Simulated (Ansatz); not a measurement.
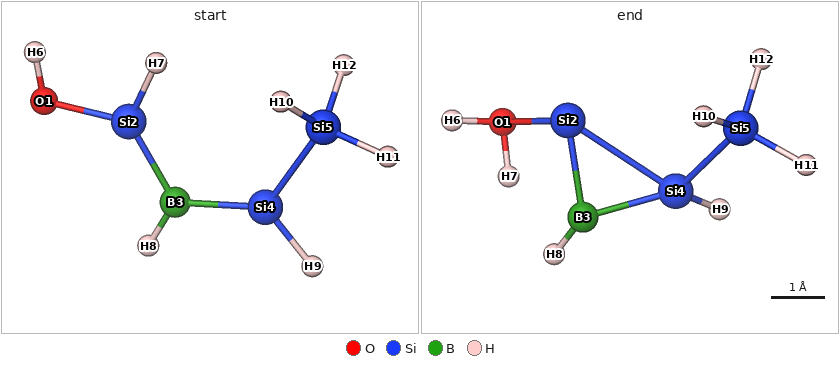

The two relaxed end points of a path for BSi3H7O. A ball-and-stick model, seen at a tilt.

Theory: RKS PBE-D4/STO-3G (Ansatz 0.2.0).

Settings: 9 movable images; climbing image; force threshold 0.03 eV/Å; iteration limit 60.

Start:
```xyz
12

O    -0.0980    1.0302    3.3148
Si   -0.0133    0.5074    1.6874
B    -1.0891   -0.7785    0.9570
Si   -0.8006   -1.0674   -0.8093
Si    0.7048   -0.0478   -2.1358
H     0.6254    1.7664    3.3883
H     1.0295    1.2912    1.0104
H    -1.8968   -1.3406    1.5871
H    -1.5885   -2.0206   -1.5915
H     2.0161    0.0509   -1.5091
H     0.8805   -0.7604   -3.3931
H     0.3068    1.3142   -2.4722
```

End:
```xyz
12

O    -0.4767    1.3311    2.4608
Si    0.7601    0.7084    0.9673
B    -0.1479   -0.9445    1.1206
Si   -0.5891   -0.6606   -0.6354
Si    0.8033   -0.1365   -2.3212
H     0.1183    1.3719    3.3049
H    -0.8989    0.3823    2.5753
H    -0.9460   -1.2970    1.9267
H    -1.9569   -0.7491   -1.1544
H     2.2003   -0.2051   -1.9172
H     0.6394   -1.0577   -3.4409
H     0.5711    1.2018   -2.8525
```

Question: Predict the minimum-energy path and its barrier.

Answer: Forward barrier 2.97 eV, backward barrier 0.91 eV, with image 5 at the top; the reaction energy is +2.06 eV. A hydrogen atom shifts from one atom to another. Breaking: Si2–H7 (1.47 → 1.58 at the top → 2.33 Å). Forming: O1–H7 (2.58 → 1.41 at the top → 1.04 Å). The band converged in 29 iterations. The largest component of the band force went from 48 to 0.014 eV/Å. The climbing image converged on the top of the path. Its vibrational analysis gives one imaginary mode (992i cm⁻¹), as a transition state must have.

Energies of the converged images:

| image | path (Å) | E (eV) |
| --- | --- | --- |
| 0 | 0.00 | 0.000 |
| 1 | 0.84 | 0.041 |
| 2 | 1.69 | 0.164 |
| 3 | 2.53 | 0.319 |
| 4 | 3.38 | 0.938 |
| 5 | 4.22 | 2.969 |
| 6 | 5.26 | 2.303 |
| 7 | 6.30 | 2.298 |
| 8 | 7.34 | 2.232 |
| 9 | 8.39 | 2.130 |
| 10 | 9.43 | 2.061 |

The geometry at the top of the path:

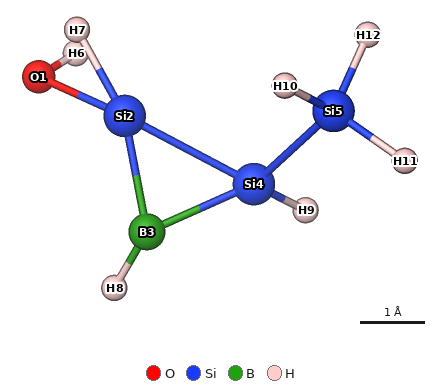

Limits of the set-up: STO-3G is a minimal basis, so the numbers are rough.

The run took 11 min on 1 thread of Arm Neoverse V1, with other jobs on the host, peak memory 0.1 GiB.
